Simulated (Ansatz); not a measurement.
# BSi$_{5}$: one change and its effect

System: BSi$_{5}$, charge −1, multiplicity 3.
Method of run 1: UKS PBE-D4/def2-TZVPD (Ansatz 0.2.0).

The geometry comes from this level: PBE-D4/def2-SVPD. Text and figures count atoms from 1; the logs count them from 0 in places.

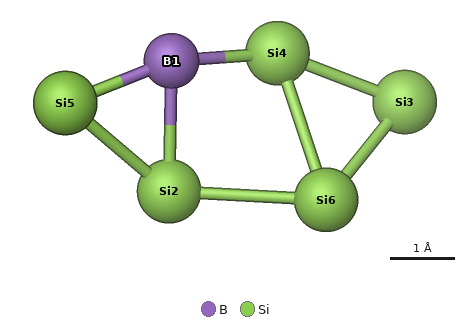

Figure 1. The structure as given in the input (ball-and-stick view, seen at a tilt; atoms are numbered from 1 in the order of the input).

### Input, run 1
```yaml
crystal:
  periodic: [false, false, false]
  atoms:
    - {symbol: B, position_ang: [0.194587, 0.900302, -1.100437]}
    - {symbol: Si, position_ang: [-1.182829, -0.645681, -0.765428]}
    - {symbol: Si, position_ang: [1.529739, -0.800422, 2.348859]}
    - {symbol: Si, position_ang: [1.240802, 0.200385, 0.351393]}
    - {symbol: Si, position_ang: [-1.077911, 0.990304, -2.491055]}
    - {symbol: Si, position_ang: [-0.704388, -0.644898, 1.656667]}
basis:
  gaussian: {orbitals: def2-TZVPD, initial_orbitals: start.molden}
total_charge: -1
magnetization: {spin_polarized: true, initial_magnetization: 2}
hamiltonian: {xc: pbe, dispersion: d4}
scf: {omitted_lower_state_checks: [starts]}
output: {orbitals: {seedname: orbitals}}
```

Command:
```bash
ansatz run in.yaml --threads 4 --pin off --events-out ev --progress --plain --max-ram 4787MiB
```

Hardware: 4 threads of Arm Neoverse V2, 23 GiB of memory available, shared host.

### Output (run 1)
```
Functional definition: PBE
  parameter kappa = 0.804
  parameter beta = 0.06672455060314922
  exchange = pbe_x(kappa = kappa, mu = beta*pi^2/3)
  correlation = pbe_c(beta = beta)
these checks for a lower state are left out or cut short: starts
1540 factors; their error is unknown
mean field evaluation 1: about -40042.3737 eV, gradient 9.6e0 eV
mean field evaluation 2: about -40042.5248 eV, gradient 2.8e-1 eV
mean field evaluation 4: about -40042.5587 eV, gradient 6.9e-2 eV
mean field evaluation 8: about -40042.5477 eV, gradient 1.0e-2 eV
mean field evaluation 16: about -40042.5477 eV, gradient 1.3e-5 eV
mean field -40042.54771006 eV, -1471.5364865311 hartree, gradient 6.0e-6 eV, S^2 2.013255; 0 other end points of the search recorded, 0 dependent functions left out
reference -40042.54775377 eV, -1471.5364881375 hartree; 39, 37 occupied and 213, 215 virtual orbitals, 1540 factors
Total energy: -40043.01374038 eV, -1471.5536128294 hartree
Checks for a lower state left out: starts
```

For run 2 the input was changed thus:
```diff
-magnetization: {spin_polarized: true, initial_magnetization: 2}
```

How does run 2 compare with run 1?

With the same method and basis, run 2 lies 29.1 kcal/mol lower. The HOMO goes from 0.38 to −0.82 eV. The LUMO goes from −0.68 to 0.61 eV. On the same kind of shared host run 2 took about 0.18 times as long.

### Output (run 2)
```
Functional definition: PBE
  parameter kappa = 0.804
  parameter beta = 0.06672455060314922
  exchange = pbe_x(kappa = kappa, mu = beta*pi^2/3)
  correlation = pbe_c(beta = beta)
these checks for a lower state are left out or cut short: starts
1540 factors; their error is unknown
mean field evaluation 1: about -40043.6830 eV, gradient 1.4e1 eV
mean field evaluation 2: about -40043.8236 eV, gradient 2.5e-1 eV
mean field evaluation 4: about -40043.8113 eV, gradient 7.9e-2 eV
mean field -40043.81129563 eV, -1471.5829224443 hartree, gradient 3.3e-5 eV, S^2 0.000000; 0 other end points of the search recorded, 0 dependent functions left out
reference -40043.81133899 eV, -1471.5829240375 hartree; 38, 38 occupied and 214, 214 virtual orbitals, 1540 factors
Total energy: -40044.27732559 eV, -1471.6000487295 hartree
Checks for a lower state left out: starts
```

### The two runs side by side

| quantity | run 1 | run 2 |
| --- | --- | --- |
| outcome | converged | converged |
| total energy (hartree) | −1471.553613 | −1471.600049 |
| HOMO (eV) | 0.38 | −0.82 |
| LUMO (eV) | −0.68 | 0.61 |
| ⟨S²⟩ | 2.013 | – |
| basis functions | 252 | 252 |
| wall time (shared host) | 19 s | 3.3 s |

For run 1: The highest filled orbital lies above zero: either the extra electron isn't bound at this level, or the self-interaction error of the functional lifts the level.
